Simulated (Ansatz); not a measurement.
# Ta4H: one candidate of a structure search

Where does this trial cell of Ta4H go when cell and atoms are let free?

Program: Ansatz 0.2.0. Level of theory: DFT PBE, scalar-relativistic, plane waves, PAW. These are calculated values, not measurements.

**1. The system as given**

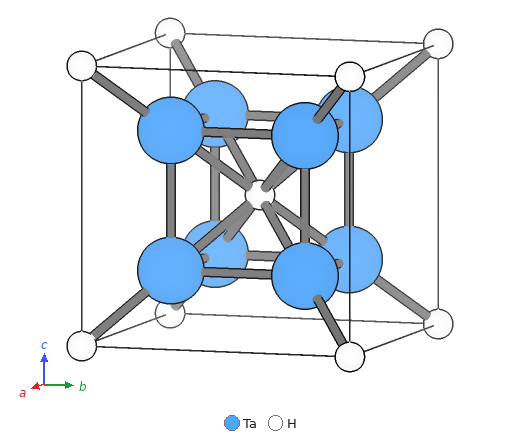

Start, viewed slightly off an axis; tantalum blue, hydrogen white. Atoms on the faces are drawn again on the opposite ones. The cell drawn here is the conventional one.

Coordinates:

```xyz
5
Lattice="-2.7463 2.7463 2.7463 2.7463 -2.7463 2.7463 2.7463 2.7463 -2.7463" Properties=species:S:1:pos:R:3 pbc="T T T"
Ta    1.3732    1.3732    1.3732
Ta    1.3732    1.3732   -1.3732
Ta    1.3732   -1.3732    1.3732
Ta   -1.3732    1.3732    1.3732
H     0.0000    0.0000    0.0000
```

A structure generator made this guess: random cell by space group and Wyckoff sites (Im-3m, No. 229). The dimensions are guesses.

**2. A first look at the guess**

input.yaml reads:

```yaml
crystal:
  lattice:
    - [-2.74632897, 2.74632897, 2.74632897]
    - [2.74632897, -2.74632897, 2.74632897]
    - [2.74632897, 2.74632897, -2.74632897]
  atoms:
    - { symbol: Ta, position: [0.5, 0.5, 0.5] }
    - { symbol: Ta, position: [0.0, 0.0, 0.5] }
    - { symbol: Ta, position: [0.0, 0.5, 0.0] }
    - { symbol: Ta, position: [0.5, 0.0, 0.0] }
    - { symbol: H, position: [0.0, 0.0, 0.0] }
basis:
  ecutwfc: 420
kpoints:
  mp_grid: { grid: [4, 4, 4] }
hamiltonian:
  xc: pbe
scf:
  occupations: { method: gaussian, width: 0.1 }
  lower_state_search: "off"
output:
  forces: true
  stress: true
  eigenvalues: true
```

On the command line:

```bash
$ ansatz run input.yaml --threads 1 --pin off --max-ram 2560MiB --backend cpu --events-out ev --progress --plain --runs-dir out
```

Output, shortened:

```text
Warning: RAYON_NUM_THREADS=1 ignored (pool sized by the plan → 1); use --threads N
[...]
Pseudopotentials: kind: paw
Pseudopotential: Ta, paw, valence charge 13, recommended cutoff 420 eV (normal), Ta.paw.azcp
Pseudopotential: H, paw, valence charge 1, recommended cutoff 420 eV (normal), H.paw.azcp
Functional definition: PBE
[...]
Crystal: 5 atoms, lattice volume = 82.855 Å³
Basis set: ecut = 420 eV, 1601 PW (Γ), exchange–correlation on 64×64×64 points (8 copies of the dense FFT grid, shifted against one another)
Bands: 32, of which v1, the nominal top of the filled ones, is band 27 counted from 1 (26 counted from 0)
Symmetry: 48 space group operations
Space group: Im-3m (ITA 229), of the structure as read, at distance tolerance 4.4e-5 Å
k-points: 8 of 64
[...]
SCF iter   1: F=—  HF=-39740.681883 eV  |F-HF|=—  |Δ(HF+E_count)|=         —  Δρ=3.62e-3  dr2=1.77e-2  ethr=1.77e-3  ⟨swp⟩=5.0  Hψ=1008  notcnv=0
[...]
SCF iter   6: F=-39740.678581 eV  HF=-39740.678581 eV  |F-HF|=2.98e-10  |Δ(HF+E_count)|=   1.00e-8  Δρ=1.41e-6  dr2=1.03e-9  ethr=5.72e-11  ⟨swp⟩=3.8  Hψ=924  notcnv=0
[...]
SCF converged after 6 iterations
Free energy (F): -39740.678581 eV
[...]
E sigma→0 (E₀):  -39740.671111 eV
Entropy (-TS):   -0.014941 eV (-2.988 meV/atom)
Fermi energy:    16.608868 eV
[...]
--- Forces (eV/Å), atoms counted from 1 ---
  atom   1  Ta     0.00000000    -0.00000000     0.00000000
  atom   2  Ta     0.00000000     0.00000000    -0.00000000
  atom   3  Ta     0.00000000    -0.00000000     0.00000000
  atom   4  Ta     0.00000000    -0.00000000     0.00000000
  atom   5  H     -0.00000000     0.00000000     0.00000000
[...]
--- Stress (GPa, compression-positive) ---
        0.247128       0.000000       0.000000
        0.000000       0.247128       0.000000
        0.000000       0.000000       0.247128
  P = ⅓ Tr σ = 0.2471 GPa (2.471 kbar)
--- Band table (eV; the first three rows and the last of 8) ---
[...]
```

It took 1.4 s on 1 thread of Arm Neoverse V1, shared host; peak memory 0.28 GiB.

From the probe: pressure 0.2 GPa, largest force 0.00 eV/Å, gap on this mesh none (metal). A cheap, loose relaxation comes first.

**3. A loose first relaxation**

Changes to input.yaml since step 2:

```diff
@@ -24 +24,6 @@
   eigenvalues: true
+relax:
+  adjacent_minimum: "off"
+  f_tol: 0.04
+  max_steps: 70
+  cell: { stress_tol: 0.4 }
```

On the command line:

```bash
$ ansatz run input.yaml --threads 1 --pin off --max-ram 2560MiB --backend cpu --events-out ev --progress --plain --runs-dir out
```

Output, shortened:

```text
Warning: RAYON_NUM_THREADS=1 ignored (pool sized by the plan → 1); use --threads N
[...]
Pseudopotentials: kind: paw
Pseudopotential: Ta, paw, valence charge 13, recommended cutoff 420 eV (normal), Ta.paw.azcp
Pseudopotential: H, paw, valence charge 1, recommended cutoff 420 eV (normal), H.paw.azcp
Functional definition: PBE
[...]
Crystal: 5 atoms, lattice volume = 82.855 Å³
Basis set: ecut = 420 eV, 1601 PW (Γ), exchange–correlation on 64×64×64 points (8 copies of the dense FFT grid, shifted against one another)
Bands: 32, of which v1, the nominal top of the filled ones, is band 27 counted from 1 (26 counted from 0)
Symmetry: 48 space group operations
Space group: Im-3m (ITA 229), of the structure as read, at distance tolerance 4.4e-5 Å
k-points: 8 of 64
[...]
SCF iter   1: F=—  HF=-39740.681883 eV  |F-HF|=—  |Δ(HF+E_count)|=         —  Δρ=3.62e-3  dr2=1.77e-2  ethr=1.77e-3  ⟨swp⟩=5.0  Hψ=1008  notcnv=0
[...]
  atom   3  Ta     0.00000000    -0.00000000     0.00000000
  atom   4  Ta     0.00000000    -0.00000000     0.00000000
  atom   5  H     -0.00000000     0.00000000     0.00000000
[...]
--- Stress (GPa, compression-positive) ---
        0.247131      -0.000000      -0.000000
        0.000000       0.247131      -0.000000
       -0.000000       0.000000       0.247131
  P = ⅓ Tr σ = 0.2471 GPa (2.471 kbar)
--- Band table (eV; the first three rows and the last of 8) ---
[...]
--- Relaxed structure (1 steps of the walk, 1 accepted, 1 SCFs on fresh bases) ---
  F+E_penalty+E_count = -39740.67858108 eV   max|allowed force component| = 6.758e-30 eV/Å   (the final SCF, on the basis selected at the relaxed cell)
  cell:  # Å, volume = 82.8548 Å³
    - [-2.74632897, 2.74632897, 2.74632897]
    - [2.74632897, -2.74632897, 2.74632897]
    - [2.74632897, 2.74632897, -2.74632897]
  atoms:
    - { symbol: Ta, position: [0.5, 0.5, 0.5] }
    - { symbol: Ta, position: [0.0, 0.0, 0.5] }
    - { symbol: Ta, position: [0.0, 0.5, 0.0] }
    - { symbol: Ta, position: [0.5, 0.0, 0.0] }
    - { symbol: H, position: [0.0, 0.0, 0.0] }
```

It took 2.9 s on 1 thread of Arm Neoverse V1, shared host; peak memory 0.29 GiB.

Relaxation path:

| step | energy from step 1 (eV/cell) | largest force component (eV/Å) | pressure (GPa) | volume (Å³) |
| --- | --- | --- | --- | --- |
| 1 | 0.0000 | 0.0000 | 0.25 | 82.85 |
| 2 | 0.0000 | 0.0000 | 0.25 | 82.85 |

Step 1 is the start. Step 2 repeats the geometry before it on a plane-wave basis chosen anew for that cell, so its energy need not be comparable with the rows above.

Lengths and angles in the start's conventional setting:

|  | before | after | change |
| --- | --- | --- | --- |
| a (Å) | 5.493 | 5.493 | 0.0 % |
| b (Å) | 5.493 | 5.493 | 0.0 % |
| c (Å) | 5.493 | 5.493 | 0.0 % |
| volume (Å³/atom) | 16.57 | 16.57 | 0.0 % |
| shortest distance (Å) | 2.378 | 2.378 | 0.0 % |
| space group (0.01 Å) | Im-3m | Im-3m | same |

Forces and stress were held to the start's 48 operations: a distortion of lower symmetry was not tested.

**4. Full relaxation**

The end of the coarse run is made exact in the group found at a tolerance of 0.06 Å and reduced to its primitive cell.

Changes to input.yaml since step 3:

```diff
@@ -14,3 +14,3 @@
 kpoints:
-  mp_grid: { grid: [4, 4, 4] }
+  mp_grid: { grid: [10, 10, 10] }
 hamiltonian:
@@ -19,3 +19,2 @@
   occupations: { method: gaussian, width: 0.1 }
-  lower_state_search: "off"
 output:
@@ -26,4 +25,4 @@
   adjacent_minimum: "off"
-  f_tol: 0.04
-  max_steps: 70
-  cell: { stress_tol: 0.4 }
+  f_tol: 0.01
+  max_steps: 80
+  cell: { stress_tol: 0.05 }
```

On the command line:

```bash
$ ansatz run input.yaml --threads 1 --pin off --max-ram 2560MiB --backend cpu --events-out ev --progress --plain --runs-dir out
```

Output:

```text
Warning: RAYON_NUM_THREADS=1 ignored (pool sized by the plan → 1); use --threads N
Engine: ansatz 0.2.0, aarch64-unknown-linux-gnu
Pseudopotentials: kind: paw
Pseudopotential: Ta, paw, valence charge 13, recommended cutoff 420 eV (normal), Ta.paw.azcp
Pseudopotential: H, paw, valence charge 1, recommended cutoff 420 eV (normal), H.paw.azcp
Functional definition: PBE
  parameter kappa = 0.804
  parameter beta = 0.06672455060314922
  exchange = pbe_x(kappa = kappa, mu = beta*pi^2/3)
  correlation = pbe_c(beta = beta)
Crystal: 5 atoms, lattice volume = 82.855 Å³
Basis set: ecut = 420 eV, 1601 PW (Γ), exchange–correlation on 64×64×64 points (8 copies of the dense FFT grid, shifted against one another)
Bands: 32, of which v1, the nominal top of the filled ones, is band 27 counted from 1 (26 counted from 0)
Symmetry: 48 space group operations
Space group: Im-3m (ITA 229), of the structure as read, at distance tolerance 4.4e-5 Å
k-points: 47 of 1000
Non-local potential: Ta, projectors of the file, l = 0: 3, l = 1: 2, l = 2: 2, l = 3: 1
Non-local potential: H, projectors of the file, l = 0: 2, l = 1: 1
PAW form: soft (Blöchl's): semilocal exchange-correlation on the pseudo side does not see the compensation charge
PAW one-centre angular grid: Ta, 590 points (default); XC on 64 Gauss nodes
PAW one-centre angular grid: H, 110 points (default); XC on 64 Gauss nodes
Initial density: superposition of atomic densities (neutral atoms: chi_scale 0, normalization atom), corrected by the library's trained network
Initial wavefunctions: pseudopotential atomic-orbital guess
Functional: x = pbe(κ = 0.804, μ = 0.2195149727645171), c = pbe(β = 0.06672455060314922)
SCF iter   1: F=—  HF=-39740.710517 eV  |F-HF|=—  |Δ(HF+E_count)|=         —  Δρ=3.69e-3  dr2=1.44e-2  ethr=1.77e-3  ⟨swp⟩=4.9  Hψ=6056  notcnv=0
preconditioner: auto → Kerker (q_TF=auto, 2.533 Å⁻¹)  [metal: Δε(μ)=0.005 eV  Ē_g=4.209 eV  σ=0.100 eV  W_gap=0.03  n_scr=18 (ndim 8)  ℏωp=18.7 eV  f_vac=0.000  D(μ)=2.31/eV (n_scr^D=12)]
SCF iter   2: F=—  HF=-39740.708875 eV  |F-HF|=—  |Δ(HF+E_count)|=   1.64e-3  Δρ=2.16e-3  dr2=5.34e-3  ethr=2.72e-5  ⟨swp⟩=1.2  Hψ=1914  notcnv=0
SCF iter   3: F=—  HF=-39740.708034 eV  |F-HF|=—  |Δ(HF+E_count)|=   8.41e-4  Δρ=3.20e-4  dr2=7.80e-5  ethr=1.01e-5  ⟨swp⟩=2.0  Hψ=1939  notcnv=0
SCF iter   4: F=—  HF=-39740.708022 eV  |F-HF|=—  |Δ(HF+E_count)|=   1.25e-5  Δρ=5.99e-5  dr2=1.39e-6  ethr=1.47e-7  ⟨swp⟩=2.0  Hψ=1979  notcnv=0
iter 5 did not close the SCF: its close was put off for the readings that it lacked (scf_convergence_deferred on its scf_iter line)
SCF iter   5: F=-39740.708022 eV  HF=-39740.708022 eV  |F-HF|=3.97e-9  |Δ(HF+E_count)|=   3.52e-7  Δρ=8.41e-6  dr2=3.56e-8  ethr=2.62e-9  ⟨swp⟩=2.0  Hψ=1934  notcnv=0
SCF iter   6: F=-39740.708022 eV  HF=-39740.708022 eV  |F-HF|=1.46e-10  |Δ(HF+E_count)|=   8.83e-9  Δρ=1.48e-6  dr2=1.31e-9  ethr=6.71e-11  ⟨swp⟩=5.4  Hψ=5662  notcnv=0
SCF 1 converged in 6 iterations: F = -39740.708022 eV  dr2 = 1.31e-9
relax step   1: F+E_penalty+E_count = -39740.70802239 eV  Δ(F+E_penalty+E_count) = +0.000e0 eV  max|allowed force component| = 7.284e-30 eV/Å  Δτ_max = 0.0000 Å  P = +0.669 GPa  Ω = 82.855 Å³  (6 SCF iters, dr2 threshold 1.00e-7 eV, accepted)
Crystal: 5 atoms, lattice volume = 84.003 Å³
Initial density: handed on by an earlier stage of this run
Initial wavefunctions: those handed on with the density
iter 1 solved again at ethr=3.81e-7 eV; its pass at ethr=3.10e-3 eV (dr2=2.02e-4 eV) is discarded
SCF iter   1: F=—  HF=-39740.704757 eV  |F-HF|=—  |Δ(HF+E_count)|=         —  Δρ=4.86e-4  dr2=1.56e-4  ethr=3.81e-7  ⟨swp⟩=3.0  Hψ=8684  notcnv=0
preconditioner: auto → Kerker (q_TF=auto, 2.527 Å⁻¹)  [metal: Δε(μ)=0.080 eV  Ē_g=4.167 eV  σ=0.100 eV  W_gap=0.38  n_scr=18 (ndim 8)  ℏωp=18.6 eV  f_vac=0.000  D(μ)=2.37/eV (n_scr^D=12)]
SCF iter   2: F=—  HF=-39740.704762 eV  |F-HF|=—  |Δ(HF+E_count)|=   4.39e-6  Δρ=2.95e-4  dr2=6.15e-5  ethr=2.94e-7  ⟨swp⟩=1.0  Hψ=1504  notcnv=0
SCF iter   3: F=—  HF=-39740.704758 eV  |F-HF|=—  |Δ(HF+E_count)|=   3.88e-6  Δρ=3.72e-5  dr2=1.48e-6  ethr=1.16e-7  ⟨swp⟩=2.0  Hψ=1945  notcnv=0
SCF iter   4: F=-39740.704758 eV  HF=-39740.704758 eV  |F-HF|=4.16e-9  |Δ(HF+E_count)|=   6.34e-8  Δρ=9.21e-6  dr2=4.73e-8  ethr=9.43e-10  ⟨swp⟩=6.0  Hψ=5888  notcnv=0
SCF 2 converged in 4 iterations: F = -39740.704758 eV  dr2 = 4.73e-8
relax step   2: F+E_penalty+E_count = -39740.70475777 eV  Δ(F+E_penalty+E_count) = +3.265e-3 eV  max|allowed force component| = 7.810e-30 eV/Å  Δτ_max = 0.0000 Å  P = -1.427 GPa  Ω = 84.003 Å³  energy of the carried Pulay correction = -4.629e-4 eV  (4 SCF iters, dr2 threshold 5.00e-7 eV, rejected (line search))
Crystal: 5 atoms, lattice volume = 83.218 Å³
iter 1 solved again at ethr=1.58e-7 eV; its pass at ethr=3.10e-3 eV (dr2=8.38e-5 eV) is discarded
SCF iter   1: F=—  HF=-39740.708621 eV  |F-HF|=—  |Δ(HF+E_count)|=         —  Δρ=3.37e-4  dr2=7.18e-5  ethr=1.58e-7  ⟨swp⟩=3.0  Hψ=8059  notcnv=0
preconditioner: auto → Kerker (q_TF=auto, 2.531 Å⁻¹)  [metal: Δε(μ)=0.070 eV  Ē_g=4.200 eV  σ=0.100 eV  W_gap=0.35  n_scr=18 (ndim 8)  ℏωp=18.7 eV  f_vac=0.000  D(μ)=2.35/eV (n_scr^D=12)]
SCF iter   2: F=—  HF=-39740.708619 eV  |F-HF|=—  |Δ(HF+E_count)|=   1.79e-6  Δρ=2.04e-4  dr2=2.83e-5  ethr=1.36e-7  ⟨swp⟩=1.0  Hψ=1504  notcnv=0
SCF iter   3: F=—  HF=-39740.708616 eV  |F-HF|=—  |Δ(HF+E_count)|=   3.36e-6  Δρ=2.43e-5  dr2=5.94e-7  ethr=5.34e-8  ⟨swp⟩=2.0  Hψ=1946  notcnv=0
SCF iter   4: F=—  HF=-39740.708619 eV  |F-HF|=—  |Δ(HF+E_count)|=   3.10e-6  Δρ=5.66e-6  dr2=1.92e-8  ethr=1.12e-9  ⟨swp⟩=2.0  Hψ=1953  notcnv=0
SCF iter   5: F=—  HF=-39740.708619 eV  |F-HF|=—  |Δ(HF+E_count)|=   4.47e-9  Δρ=1.16e-6  dr2=1.43e-9  ethr=3.62e-11  ⟨swp⟩=2.4  Hψ=1905  notcnv=0
SCF iter   6: F=-39740.708619 eV  HF=-39740.708619 eV  |F-HF|=2.18e-11  |Δ(HF+E_count)|=  8.73e-11  Δρ=1.57e-7  dr2=1.37e-11  ethr=1.00e-12  ⟨swp⟩=3.5  Hψ=6096  notcnv=0
SCF 3 converged in 6 iterations: F = -39740.708619 eV  dr2 = 1.37e-11
relax step   3: F+E_penalty+E_count = -39740.70861923 eV  Δ(F+E_penalty+E_count) = -5.968e-4 eV  max|allowed force component| = 4.297e-29 eV/Å  Δτ_max = 0.0000 Å  P = -0.009 GPa  Ω = 83.218 Å³  energy of the carried Pulay correction = -1.470e-4 eV  (6 SCF iters, accepted)
Initial wavefunctions: pseudopotential atomic-orbital guess (no wavefunctions were taken with the density)
iter 1 solved again at ethr=3.59e-9 eV; its pass at ethr=3.10e-3 eV (dr2=1.90e-6 eV) is discarded
SCF iter   1: F=—  HF=-39740.708762 eV  |F-HF|=—  |Δ(HF+E_count)|=         —  Δρ=7.46e-6  dr2=5.28e-9  ethr=3.59e-9  ⟨swp⟩=4.2  Hψ=10990  notcnv=0
preconditioner: auto → Kerker (q_TF=auto, 2.531 Å⁻¹)  [metal: Δε(μ)=0.070 eV  Ē_g=4.201 eV  σ=0.100 eV  W_gap=0.35  n_scr=18 (ndim 8)  ℏωp=18.7 eV  f_vac=0.000  D(μ)=2.35/eV (n_scr^D=12)]
SCF iter   2: F=—  HF=-39740.708751 eV  |F-HF|=—  |Δ(HF+E_count)|=   1.07e-5  Δρ=3.93e-6  dr2=1.46e-9  ethr=9.96e-12  ⟨swp⟩=2.1  Hψ=2160  notcnv=0
SCF iter   3: F=-39740.708751 eV  HF=-39740.708751 eV  |F-HF|=7.28e-12  |Δ(HF+E_count)|=   3.18e-9  Δρ=1.36e-7  dr2=7.24e-12  ethr=1.00e-12  ⟨swp⟩=4.3  Hψ=6662  notcnv=0
SCF 4 converged in 3 iterations: F = -39740.708751 eV  dr2 = 7.24e-12
relax step   4: F+E_penalty+E_count = -39740.70875142 eV  Δ(F+E_penalty+E_count) = -1.322e-4 eV  max|allowed force component| = 3.460e-29 eV/Å  Δτ_max = 0.0000 Å  P = -0.007 GPa  Ω = 83.218 Å³  stress off target by 7.46e-3 GPa  SCF on the basis re-selected at this cell (its energy is not comparable with the rows above)  (3 SCF iters)
basis re-selected at this cell: Δ(F+E_penalty+E_count) = -1.322e-4 eV, ΔP = +0.002 GPa vs the last step (what re-selecting the basis moved, of the pressure what is left beyond the Pulay correction that the steps carried, after the strain that the cell walked since its last selection, with what the two solves' SCF thresholds leave and, on support functions, any second-order correction that the steps lacked; it is no measure of the basis error at this ecutwfc). This SCF's stress stands 7.46e-3 GPa from its target on what of the cell is left free (relax.cell.stress_tol is 5.00e-2 GPa) and its largest allowed force component is 3.46e-29 eV/Å (relax.f_tol is 1.00e-2 eV/Å): within both
SCF converged after 3 iterations
Free energy (F): -39740.708751 eV
Harris-Foulkes:  -39740.708751 eV  (|F-HF|=7.28e-12)
Internal energy: -39740.696981 eV  (E = F + TS)
E sigma→0 (E₀):  -39740.702866 eV
Entropy (-TS):   -0.011771 eV (-2.354 meV/atom)
Fermi energy:    16.167142 eV
--- Per-component energies (eV) ---
  E_band       = -546.750599
  E_kinetic    = 1472.614677
  E_local      = -2653.825899  (includes V_loc(G=0)·N_el)
  E_nonlocal   = 64.967589
  E_hartree    = 922.623435
  E_xc         = -879.565714
  E_vxc        = -823.688267  (∫ρ·V_xc dr)
  E_paw        = -33587.188015  (= ΣΔE_a)
  E_vpaw       = -452.065434  (= ΣTr[D̂ρ^β])
  E_aug_tail   = -0.000229  (compensation charges beyond the density's cutoff)
  E_ewald      = -5080.322825
  E_smearing   = -0.011771  (= −TS)
  E_closure    = 0.000000  (closes the sum)
  Σ components = -39740.708751   (vs F -39740.708751, Δ=0.00e0)
--- Forces (eV/Å), atoms counted from 1 ---
  atom   1  Ta     0.00000000     0.00000000     0.00000000
  atom   2  Ta     0.00000000     0.00000000    -0.00000000
  atom   3  Ta     0.00000000    -0.00000000     0.00000000
  atom   4  Ta     0.00000000    -0.00000000    -0.00000000
  atom   5  H     -0.00000000     0.00000000    -0.00000000
  max |Σ_I F_I| component: 1.49e-28 eV/Å
--- Stress (GPa, compression-positive) ---
       -0.007458      -0.000000      -0.000000
       -0.000000      -0.007458      -0.000000
        0.000000       0.000000      -0.007458
  P = ⅓ Tr σ = -0.0075 GPa (-0.075 kbar)
--- Band table (eV; the first three rows and the last of 47) ---
  k-point 0: bands = ["-51.2902", "-51.1261", "-51.1261", "-51.1261", "-18.3199", "-18.3199", "-18.3199", "-18.2487", "-18.2487", "-18.2487", "-17.2820", "-17.2820", "-17.2820", "-17.1390", "-17.0510", "-17.0510", "7.2858", "10.5938", "12.1957", "12.1957", "13.4948", "13.4948", "14.6427", "14.6427", "14.6427", "19.1161", "19.1161", "19.1161", "19.2710", "19.2710", "19.2710", "20.3328"]
  k-point 1: bands = ["-51.2862", "-51.1301", "-51.1262", "-51.1262", "-18.3120", "-18.3106", "-18.2911", "-18.2377", "-18.2358", "-18.2202", "-17.3119", "-17.3083", "-17.2769", "-17.1624", "-17.0811", "-17.0628", "7.4132", "10.7024", "12.2888", "12.3098", "13.5636", "13.6175", "14.5474", "14.7292", "14.7470", "18.5258", "18.5983", "18.7209", "18.7904", "19.2274", "19.2625", "20.1667"]
  k-point 2: bands = ["-51.2745", "-51.1417", "-51.1264", "-51.1264", "-18.3006", "-18.2983", "-18.2073", "-18.1929", "-18.1831", "-18.1372", "-17.3969", "-17.3839", "-17.2622", "-17.2401", "-17.1682", "-17.0871", "7.7754", "11.0063", "12.5603", "12.6174", "13.7637", "13.9799", "14.2938", "14.9568", "15.0406", "17.4954", "17.7931", "17.8310", "18.1102", "19.2924", "19.4244", "19.4338"]
  k-point 46: bands = ["-51.2072", "-51.2072", "-51.2072", "-51.0469", "-18.5237", "-18.4068", "-18.4068", "-18.1387", "-18.1387", "-18.1387", "-17.2072", "-17.2072", "-17.2072", "-17.1495", "-17.1495", "-17.1495", "10.9810", "12.1124", "12.1124", "12.1124", "13.6805", "13.6805", "13.6805", "14.4591", "14.4591", "14.4591", "16.0726", "16.0726", "18.2581", "18.2581", "18.2581", "18.5078"]
--- Relaxed structure (3 steps of the walk, 2 accepted, 1 SCFs on fresh bases) ---
  F+E_penalty+E_count = -39740.70875142 eV   max|allowed force component| = 3.460e-29 eV/Å   (the final SCF, on the basis selected at the relaxed cell)
  cell:  # Å, volume = 83.2176 Å³
    - [-2.750331902224628, 2.750331902224628, 2.750331902224628]
    - [2.750331902224628, -2.750331902224628, 2.750331902224628]
    - [2.750331902224628, 2.750331902224628, -2.750331902224628]
  atoms:
    - { symbol: Ta, position: [0.49999999999999994, 0.49999999999999994, 0.49999999999999994] }
    - { symbol: Ta, position: [0.0, 0.0, 0.49999999999999994] }
    - { symbol: Ta, position: [0.0, 0.49999999999999994, 0.0] }
    - { symbol: Ta, position: [0.49999999999999994, 0.0, 0.0] }
    - { symbol: H, position: [-1.4392142274965485e-47, -1.112754266256564e-46, -1.0973904675210266e-46] }
```

Wall time 28 s (1 thread of Arm Neoverse V1, shared host); peak memory 0.38 GiB.

Step by step:

| step | energy from step 1 (eV/cell) | largest force component (eV/Å) | pressure (GPa) | volume (Å³) |
| --- | --- | --- | --- | --- |
| 1 | 0.0000 | 0.0000 | 0.67 | 82.85 |
| 2 | 0.0033 | 0.0000 | -1.43 | 84.00 |
| 3 | -0.0006 | 0.0000 | -0.01 | 83.22 |
| 4 | -0.0007 | 0.0000 | -0.01 | 83.22 |

Step 1 is the start. Step 4 repeats the geometry before it on a plane-wave basis chosen anew for that cell, so its energy need not be comparable with the rows above. Step 2 was tried and not accepted.

Lengths and angles in the start's conventional setting:

|  | before | after | change |
| --- | --- | --- | --- |
| a (Å) | 5.493 | 5.501 | +0.1 % |
| b (Å) | 5.493 | 5.501 | +0.1 % |
| c (Å) | 5.493 | 5.501 | +0.1 % |
| volume (Å³/atom) | 16.57 | 16.64 | +0.4 % |
| shortest distance (Å) | 2.378 | 2.382 | +0.1 % |
| space group (0.01 Å) | Im-3m | Im-3m | same |

Forces and stress were held to the start's 48 operations: a distortion of lower symmetry was not tested.

**5. Summary of results**

| quantity | value |
| --- | --- |
| symmetry at the end (tolerance 0.05 Å) | space group Im-3m (No. 229) |
| conventional cell | a = 5.501 Å, b = 5.501 Å, c = 5.501 Å, α = 90.00°, β = 90.00°, γ = 90.00° |
| volume | 16.64 Å³/atom |
| energy over the elements (uncorrected; H, N, O, F and Cl as molecules) | +0.83 eV/atom |
| gap on the mesh | none (metal) |

In words: The space group Im-3m (No. 229) is kept, at nearly the size of the first guess. The formation energy is positive, so the separate elements lie lower. No finished test with a distortion of lower symmetry is shown, so the end may be a saddle point. Spin-orbit coupling is left out for Ta.
